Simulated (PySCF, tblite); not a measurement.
# C₇H₈ClO radical: geometry, infrared bands and EPR parameters

Aim: predict the infrared bands and EPR parameters of C₇H₈ClO radical (`C=C[C@@H](C)[C@@H]1O/C1=[C]\Cl`).

The runs use tblite 0.8.0 and PySCF 2.14.0, with density-fitted response routines of our own; the level of theory stands in each step. All values are computed, except where a source is named. Atoms are numbered from 0 throughout.

### Step 1. Starting geometry

17 atoms, charge 0, multiplicity 2; geometry from: force field or distance geometry start.

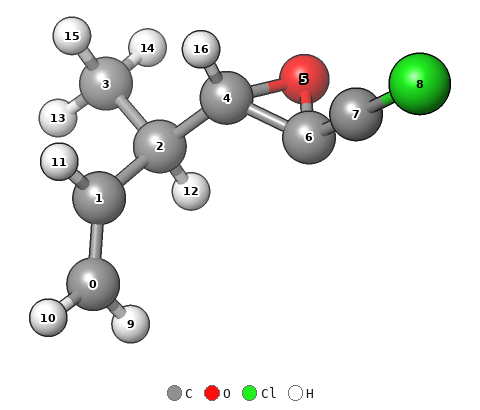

The starting geometry (carbon grey, oxygen red, chlorine green, hydrogen white), atoms numbered; sticks join atoms by distance.

### Step 2. Geometry optimisation with GFN2-xTB

The job: settings as JSON, then the geometry in Å.

```
{"job": {"kind": "relax", "xc": "GFN2-xTB", "basis": "xTB"}, "charge": 0, "multiplicity": 2}
C     -2.318900    -0.973300    -0.004600
C     -1.401100    -0.101900     0.411400
C     -0.234400     0.382900    -0.423100
C     -0.314400     1.919800    -0.553400
C      1.091700    -0.024700     0.137500
O      2.145500    -0.109300    -0.831100
C      1.699900    -1.274000    -0.262700
C      2.557400    -1.909500     0.484200
Cl     3.709800    -2.781300     1.494500
H     -2.316900    -1.382400    -1.004300
H     -3.135200    -1.289200     0.651500
H     -1.464700     0.269500     1.441500
H     -0.356400    -0.017600    -1.432500
H     -1.265300     2.231700    -0.976800
H      0.484300     2.295800    -1.189500
H     -0.202800     2.398100     0.444200
H      1.314500     0.377500     1.115900
```

Run with:

```console
$ OMP_NUM_THREADS=1 python probes_run.py task.json out
```

This one command runs all jobs of the session in turn.

**Question.** This job is followed by: GFN2-xTB harmonic vibrations, gas phase; UKS B3LYP, pcH-1 on C Cl H O, non-relativistic, mean-field spin-orbit, GIAO. What will the session give for the following? strongest single infrared mode (GFN2-xTB); zero-point energy (GFN2-xTB); g(iso) (B3LYP); ⟨S²⟩; largest a(iso) (averaged by class); surface potential, least and greatest.

As calculated:

| quantity | value |
| --- | --- |
| strongest single infrared mode (GFN2-xTB) | 969 cm⁻¹, 62 km/mol |
| zero-point energy (GFN2-xTB) | 79.7 kcal/mol |
| g(iso) (B3LYP) | 2.00604 |
| ⟨S²⟩ | 0.758 (exact 0.75) |
| largest a(iso) (averaged by class) | 13C on C7, 454.2 MHz |
| surface potential, least and greatest | -1.06 V and 1.13 V |

In words: Relaxing lowered the energy by 1.601 eV in 116 steps; the close pair that moved most is C7–Cl8, from 1.763 to 1.650 Å. No mode is imaginary among the 45: a minimum at this level. The strongest single mode, at 969 cm⁻¹, has its largest shares on O5, C4, C6 and H16 (the list is cut at 4 atoms). GFN2-xTB is a fitted tight-binding method: band positions and strengths are rough. Its intensities can rank the bands wrongly. C7 carries the largest spin population, 0.85 e. The isotropic g lies 3.7 ppt above the free-electron value.
